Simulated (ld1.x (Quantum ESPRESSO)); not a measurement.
Run report: Pm, pseudopotential generation (part 2 of 2)

Continued. System: promethium (Pm, Z = 61), core [Kr] 4d10, reference valence 4f5 5s2 5p6 5d0 6s1.75 6p0 (an ion of charge +0.25), valence charge 15. Method: TM potential, LDA (PZ), non-relativistic, made with ld1.x (Quantum ESPRESSO) 7.5.

## Output of the test run (extracts), continued
```
     ---------------------- Testing the pseudopotential ----------------------

     Pm

     atomic number is 61.00   valence charge is 15.00
     dft =PZ   lsd =0 sic =0 latt =0  beta=0.20 tr2=1.0E-14
     mesh =1259 r(mesh) = 100.89962 xmin = -7.00 dx = 0.01250

     n l     nl             e AE (Ry)        e PS (Ry)    De AE-PS (Ry)
     4 3     4F   1( 5.00)       -1.25630       -1.19848       -0.05782  !
     1 0     5S   1( 1.00)       -3.55005       -3.50947       -0.04058  !
     2 1     5P   1( 6.00)       -2.40686       -2.37162       -0.03524  !
     3 2     5D   1( 0.00)       -0.80697       -0.78326       -0.02371  !
     2 0     6S   1( 2.00)       -0.70251       -0.75082        0.04831  !
     3 1     6P   1( 0.00)       -0.47491       -0.14247       -0.33244  !

     eps = 6.0E-15  iter = 16

     Etot =  -19299.783291 Ry,   -9649.891645 Ha, -262586.928791 eV
     Etotps =  -157.668518 Ry,     -78.834259 Ha,   -2145.189476 eV
     dEtot_ae =       3.064054 Ry
     dEtot_ps =       3.036795 Ry,   Delta E=       0.027258 Ry

     Ekin =     130.001938 Ry,      65.000969 Ha,    1768.766472 eV
     Encl =    -289.262508 Ry,    -144.631254 Ha,   -3935.616910 eV
     Ehrt =     111.153723 Ry,      55.576862 Ha,    1512.323449 eV
     Ecxc =     -45.383438 Ry,     -22.691719 Ha,    -617.473132 eV
     (Ecc =     -23.950090 Ry,     -11.975045 Ha,    -325.857580 eV)
     Epseu=     -64.178234 Ry,     -32.089117 Ha,    -873.189354 eV

     ---------------------- End of pseudopotential test ----------------------

     ---------------------- Testing the pseudopotential ----------------------

     Pm

     atomic number is 61.00   valence charge is 15.00
     dft =PZ   lsd =0 sic =0 latt =0  beta=0.20 tr2=1.0E-14
     mesh =1259 r(mesh) = 100.89962 xmin = -7.00 dx = 0.01250

     n l     nl             e AE (Ry)        e PS (Ry)    De AE-PS (Ry)
     4 3     4F   1( 4.00)       -2.62596       -2.71647        0.09051  !
     1 0     5S   1( 2.00)       -4.73183       -4.82649        0.09467  !
     2 1     5P   1( 6.00)       -3.55792       -3.62161        0.06369  !
     3 2     5D   1( 0.00)       -1.84466       -1.90399        0.05933  !
     2 0     6S   1( 0.00)       -1.51608       -1.82802        0.31193  !
     3 1     6P   1( 0.00)       -1.20091       -0.71359       -0.48732  !

     eps = 6.3E-15  iter = 14

     Etot =  -19299.758670 Ry,   -9649.879335 Ha, -262586.593807 eV
     Etotps =  -157.393395 Ry,     -78.696697 Ha,   -2141.446228 eV
     dEtot_ae =       3.088674 Ry
     dEtot_ps =       3.311919 Ry,   Delta E=      -0.223245 Ry

     Ekin =     112.206010 Ry,      56.103005 Ha,    1526.640537 eV
     Encl =    -267.516102 Ry,    -133.758051 Ha,   -3639.741985 eV
     Ehrt =      93.720243 Ry,      46.860122 Ha,    1275.128869 eV
     Ecxc =     -43.729017 Ry,     -21.864508 Ha,    -594.963579 eV
     (Ecc =     -23.950090 Ry,     -11.975045 Ha,    -325.857580 eV)
     Epseu=     -52.074530 Ry,     -26.037265 Ha,    -708.510070 eV

     ---------------------- End of pseudopotential test ----------------------

     ---------------------- Testing the pseudopotential ----------------------

     Pm

     atomic number is 61.00   valence charge is 15.00
     dft =PZ   lsd =1 sic =0 latt =0  beta=0.20 tr2=1.0E-14
     mesh =1259 r(mesh) = 100.89962 xmin = -7.00 dx = 0.01250

     n l     nl             e AE (Ry)        e PS (Ry)    De AE-PS (Ry)
     4 3     4F   1( 5.00)       -0.58331       -0.61443        0.03111  !
     1 0     5S   1( 1.00)       -2.89674       -2.90518        0.00844  !
     2 1     5P   1( 3.00)       -1.77751       -1.78109        0.00358
     3 2     5D   1( 0.00)       -0.29766       -0.29766       -0.00000
     2 0     6S   1( 1.00)       -0.34401       -0.37555        0.03155  !
     3 1     6P   1( 0.00)       -0.17773       -0.17773        0.00000
     4 3     4F   2( 0.00)       -0.34710       -0.28625       -0.06085  !
     1 0     5S   2( 1.00)       -2.76135       -2.74176       -0.01959  !
     2 1     5P   2( 3.00)       -1.66949       -1.66329       -0.00621  !
     3 2     5D   2( 0.00)       -0.25591       -0.25817        0.00225
     2 0     6S   2( 0.75)       -0.32423       -0.34364        0.01941  !
     3 1     6P   2( 0.00)       -0.16526       -0.16526        0.00000

     eps = 4.5E-15  iter = 14

     Etot =  -19303.144977 Ry,   -9651.572489 Ha, -262632.666869 eV
     Etotps =  -161.120039 Ry,     -80.560019 Ha,   -2192.149805 eV
     dEtot_ae =      -0.297633 Ry
     dEtot_ps =      -0.414725 Ry,   Delta E=       0.117092 Ry

     Ekin =     129.389224 Ry,      64.694612 Ha,    1760.430076 eV
     Encl =    -300.840672 Ry,    -150.420336 Ha,   -4093.145863 eV
     Ehrt =     120.696785 Ry,      60.348393 Ha,    1642.163424 eV
     Ecxc =     -46.591733 Ry,     -23.295867 Ha,    -633.912824 eV
     (Ecc =     -23.950090 Ry,     -11.975045 Ha,    -325.857580 eV)
     Epseu=     -63.773643 Ry,     -31.886822 Ha,    -867.684618 eV

     ---------------------- End of pseudopotential test ----------------------

     ---------------------- Testing the pseudopotential ----------------------

     Pm

     atomic number is 61.00   valence charge is 15.00
     dft =PZ   lsd =1 sic =0 latt =0  beta=0.20 tr2=1.0E-14
     mesh =1259 r(mesh) = 100.89962 xmin = -7.00 dx = 0.01250

     n l     nl             e AE (Ry)        e PS (Ry)    De AE-PS (Ry)
     4 3     4F   1( 5.00)       -0.48239       -0.50737        0.02498  !
     1 0     5S   1( 1.00)       -2.79583       -2.79894        0.00310
     2 1     5P   1( 3.00)       -1.67680       -1.67526       -0.00153
     3 2     5D   1( 0.00)       -0.20218       -0.19758       -0.00460
     2 0     6S   1( 1.00)       -0.25931       -0.28381        0.02449  !
     3 1     6P   1( 0.00)       -0.10491       -0.10491        0.00000
     4 3     4F   2( 0.00)       -0.24701       -0.18090       -0.06611  !
     1 0     5S   2( 1.00)       -2.66137       -2.63651       -0.02486  !
     2 1     5P   2( 3.00)       -1.57021       -1.55884       -0.01137  !
     3 2     5D   2( 0.00)       -0.16722       -0.16371       -0.00350
     2 0     6S   2( 1.00)       -0.24832       -0.25946        0.01114  !
     3 1     6P   2( 0.00)       -0.09970       -0.09970        0.00000

     eps = 1.7E-15  iter = 15

     Etot =  -19303.216498 Ry,   -9651.608249 Ha, -262633.639954 eV
     Etotps =  -161.195354 Ry,     -80.597677 Ha,   -2193.174522 eV
     dEtot_ae =      -0.369154 Ry
     dEtot_ps =      -0.490041 Ry,   Delta E=       0.120887 Ry

     Ekin =     129.368537 Ry,      64.684269 Ha,    1760.148618 eV
     Encl =    -302.430375 Ry,    -151.215187 Ha,   -4114.774871 eV
     Ehrt =     122.251590 Ry,      61.125795 Ha,    1663.317616 eV
     Ecxc =     -46.674087 Ry,     -23.337044 Ha,    -635.033307 eV
     (Ecc =     -23.950090 Ry,     -11.975045 Ha,    -325.857580 eV)
     Epseu=     -63.711019 Ry,     -31.855510 Ha,    -866.832578 eV

     ---------------------- End of pseudopotential test ----------------------
```

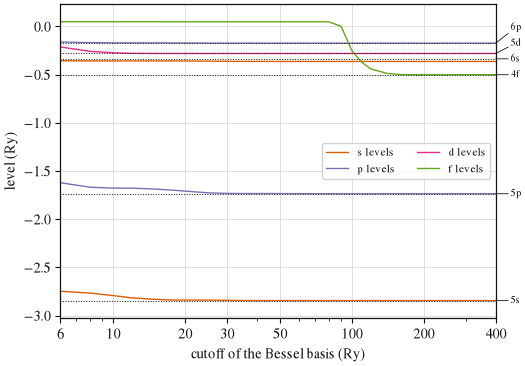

**Figure 1.** The pseudo-atom Hamiltonian at the reference potential is diagonalised in spherical Bessel functions (20 bohr box) up to the cutoff. Curves: the lowest levels of each channel that holds a bound state. Dotted lines: the all-electron valence levels.

- Ghost states: no ghost state below the valence levels in the s, p, d, f channels. Not every valence level is met: 6s ends 0.027 Ry too low at the highest cutoff, where a miss can come from the basis as well as from the potential.
- All-electron valence levels: 5s: -2.84 Ry; 6s: -0.34 Ry; 5p: -1.74 Ry; 6p: -0.17 Ry; 5d: -0.28 Ry; 4f: -0.50 Ry. The potential isn't sound: the pseudo-atom misses its own reference levels by up to 0.37 eV.

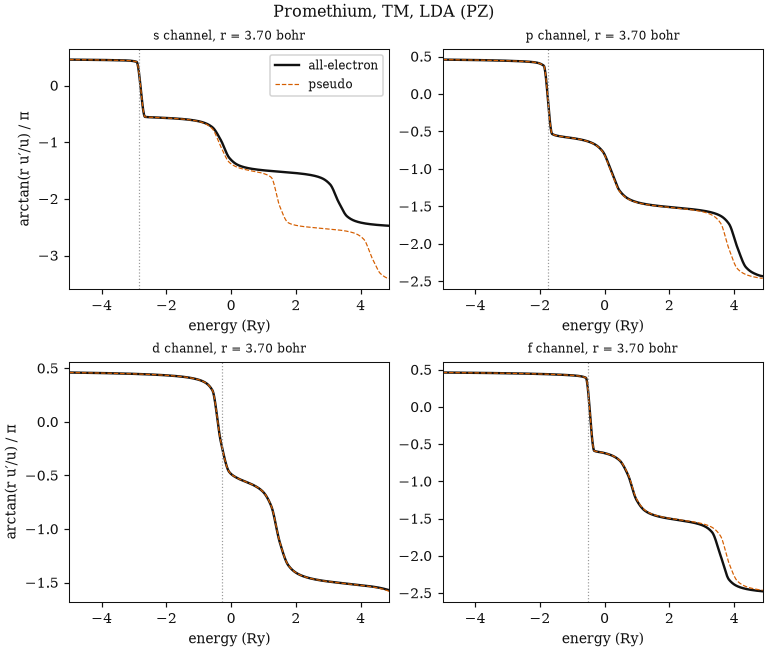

**Figure 2.** Unwrapped phase arctan(r u′/u) in units of π against energy, all-electron (solid) and pseudo (dashed); the pseudo phase is matched to the all-electron one at the reference energy. Here u = r R(r). A near-vertical step is a level narrower than the spacing of the points behind the curves. The dotted line marks the reference energy of the channel.

- Range over which the phases agree within 0.05 rad: s: up to about -0.7 Ry; p: up to about 3.0 Ry; d: over the whole range drawn; f: up to about 0.8 Ry.
- Ghost states: Going away from the reference energies, the phases part by more than π/2 in: s at about 1.5 Ry (above its reference energy, pseudo phase lower). Such a step is either a state that only one of the two atoms has or an ordinary level shifted in energy. The separate test gives: no ghost state below the valence levels in the s, p, d, f channels.

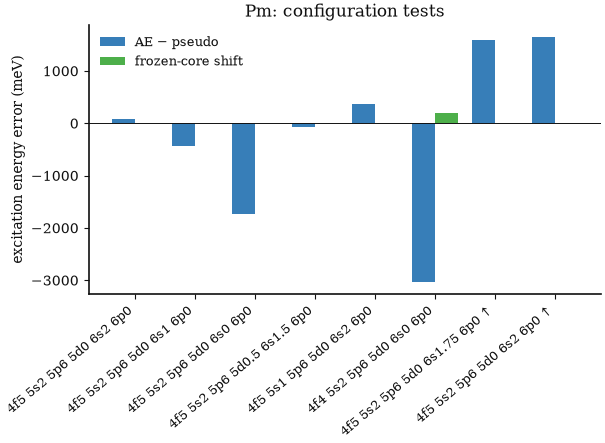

**Figure 3.** Errors, all-electron minus pseudo, of the energies of valence configurations relative to the unpolarised reference 4f5 5s2 5p6 5d0 6s1.75 6p0. An arrow marks spin-polarised runs filled by Hund’s rule. The frozen-core shift is the all-electron excitation energy with the core held at its reference shape less the relaxed one. Not all tests gave a result: 1 of 9 tests not solved.

- Worst configuration: 4f4 5s2 5p6 5d0 6s0 6p0 (charge +3): the error is -3037 meV on an all-electron energy of +42.02 eV relative to the reference, or 7.2 %. Note that the pseudo-atom misses its own reference levels by up to 0.37 eV.
- Errors in meV: 4f5 5s2 5p6 5d0 6s2 6p0: +77; 4f5 5s2 5p6 5d0 6s1 6p0: -432; 4f5 5s2 5p6 5d0 6s0 6p0: -1737; 4f5 5s2 5p6 5d0.5 6s1.5 6p0: -78; 4f5 5s1 5p6 5d0 6s2 6p0: +371; 4f4 5s2 5p6 5d0 6s0 6p0: -3037; 4f5 5s2 5p6 5d0 6s1.75 6p0 ↑: +1593; 4f5 5s2 5p6 5d0 6s2 6p0 ↑: +1645.
- Frozen-core shift where the error is largest: +205 meV, beside an error of -3037 meV. Freezing the core raises the excitation energy, so by itself it would give an error of -205 meV; the rest, -2833 meV, comes from the pseudisation.
- Configurations within 10 meV and within 50 meV: 0 and 0 of 8.

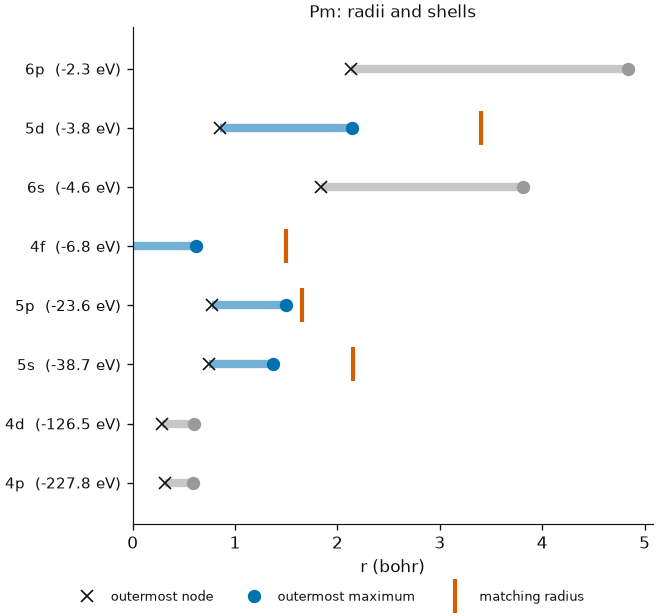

**Figure 4.** Outer shells of the all-electron reference atom: each bar runs from the outermost node (or the nucleus) to the outermost maximum of u(r); the tick is the radius chosen for the pseudo-wave. Shells without a tick have no pseudo-wave of their own. Levels, nodes and maxima are from ld1.x, non-relativistic.

- Radii against the shells: 5s: 2.15 bohr, outside the maximum; 5p: 1.65 bohr, outside the maximum; 4f: 1.50 bohr, outside the maximum; 5d: 3.40 bohr, outside the maximum.

## Summary

- outcome: generated; the pseudo-atom misses its reference levels by up to 0.37 eV (6s, which has no pseudo-wave of its own); ld1.x warns of wrong node counts
- reference test: the pseudo-atom misses its own reference levels by up to 0.37 eV
- cutoffs needed: 160 Ry and 260 Ry (the cutoffs, on a coarse ladder, from which the occupation-weighted sum of valence levels, in a spherical-Bessel basis at the reference potential, stays within 10 and 1 mRy of its value at 400 Ry); ghost states and empty shells don't enter this sum
- ghost test: no ghost state below the valence levels in the s, p, d, f channels (spherical-Bessel basis up to 400 Ry, 20 bohr box)
- configuration tests: 1 of 9 tests not solved
- largest excitation error among the tests solved: -3037 meV (all-electron minus pseudo) for 4f4 5s2 5p6 5d0 6s0 6p0
- range over which the phases arctan(r u′/u) at the test radius agree within 0.05 rad (a looser test near the poles than one of phase shifts): s: up to about -0.7 Ry; p: up to about 3.0 Ry; d: over the whole range computed; f: up to about 0.8 Ry
- wall time: 3.4 s

## Remarks

An excitation error of 3037 meV in its own tests makes this a poorly transferable potential. ld1.x warns that it found 0 nodes in place of 1 for the p state with pseudo n = 3. It picks states by counting nodes, so it can end on another state than the one meant.
